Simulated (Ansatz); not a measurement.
The calculation's input:

```
crystal:
  periodic: [false, false, false]
  atoms:
    - {symbol: F, position_ang: [1.492242, -0.519765, 1.966268]}
    - {symbol: B, position_ang: [0.976945, -0.263102, 0.781873]}
    - {symbol: Si, position_ang: [-0.037142, 1.237143, 0.000780]}
    - {symbol: Si, position_ang: [-0.363980, -1.137144, -0.370643]}
    - {symbol: H, position_ang: [0.273508, 1.633493, -1.394972]}
    - {symbol: H, position_ang: [-0.762006, 2.302058, 0.743609]}
    - {symbol: H, position_ang: [-0.114504, -1.164708, -1.833050]}
    - {symbol: H, position_ang: [-1.372961, -2.145076, 0.050436]}
basis:
  gaussian: {orbitals: def2-TZVPP}
hamiltonian: {xc: pbe0, dispersion: d4}
output: {orbitals: {seedname: orbitals}}
```

Command:

```sh
ansatz run in.yaml --threads 2 --pin off --events-out ev --progress --plain --max-ram 4352MiB
```

Geometry: PBE0-D4/def2-TZVP.

Computed with RKS PBE0-D4/def2-TZVPP in Ansatz.

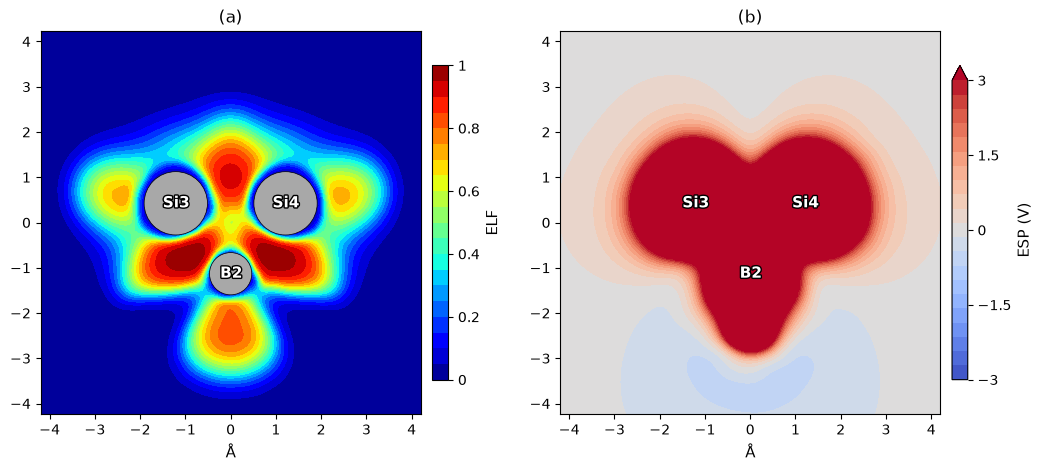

BFH₄Si₂. (a) electron localisation function; (b) electrostatic potential on the plane of atoms B2, Si3 and Si4. Grey discs cover the atomic cores in the ELF map.

> Interpret the plot.

The plane passes through B and Si nuclei. Si–B (1.97 Å): the ELF peaks at about 0.95 between the atoms (a shared electron pair). Si–Si (2.43 Å): the ELF peaks at about 0.80 between the atoms (localised, covalent bonding). The ELF also peaks beside F1, away from the bonds: lone-pair regions. Outside the dense part of the molecule the potential is most negative (−0.6 V) near F1, which lies off the plane.
